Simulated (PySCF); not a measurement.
SMILES [SiH3]CCBr, singlet at its GFN2-xTB optimised geometry (Å):

```
11

Si     0.7456    -1.4500    -0.0027
C      0.0435     0.3257     0.0000
C     -1.4631     0.3257     0.0000
Br    -2.2021     2.1536     0.0000
H      0.2357    -2.1536    -1.1806
H      2.2021    -1.3551    -0.0427
H      0.2994    -2.1331     1.2123
H      0.4087     0.8653     0.8762
H      0.4083     0.8680    -0.8747
H     -1.8728    -0.1499     0.8895
H     -1.8724    -0.1498    -0.8897
```

Calculation: B3LYP/def2-TZVP in PySCF. Cells within 0.4 Å of a nucleus heavier than hydrogen are left out (blank, or x).

Map of the HOMO amplitude (bohr^(-3/2)) on the plane z = 0.0 Å; orbital energy -7.55 eV, overall sign arbitrary:

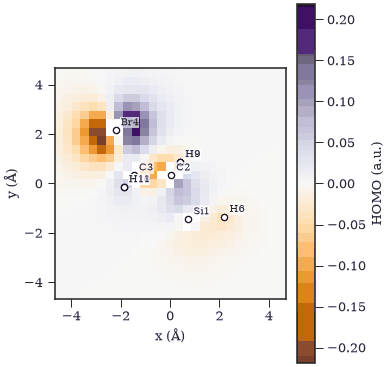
HOMO amplitude (bohr^(-3/2)) on the plane z = 0.0 Å.
